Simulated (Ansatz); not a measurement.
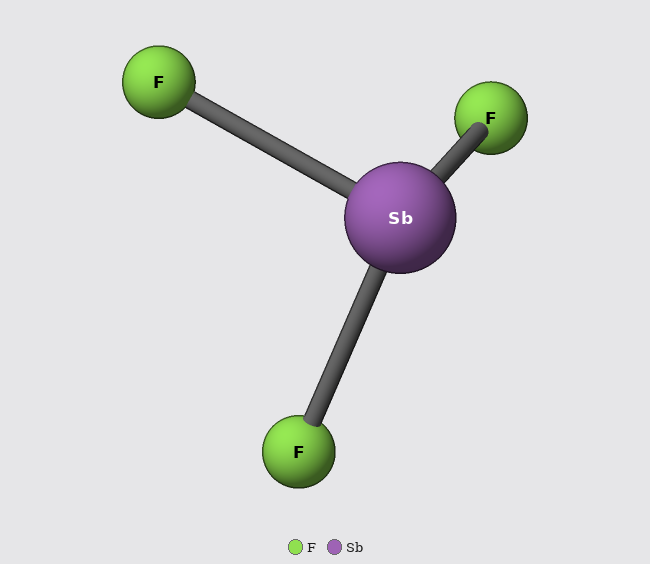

Sticks follow a distance rule. Harmonic vibrations computed with RKS PBE0-D4/def2-TZVP, core potentials on Sb (Ansatz 0.2.0) at a stationary point of the same level.

**Minimum or transition state?**

A minimum: no imaginary frequency, and the lowest mode lies at 198 cm⁻¹.

**How many vibrational modes are there, and where do they lie?**

6 modes: 198, 199, 246, 643, 643, 668 cm⁻¹.
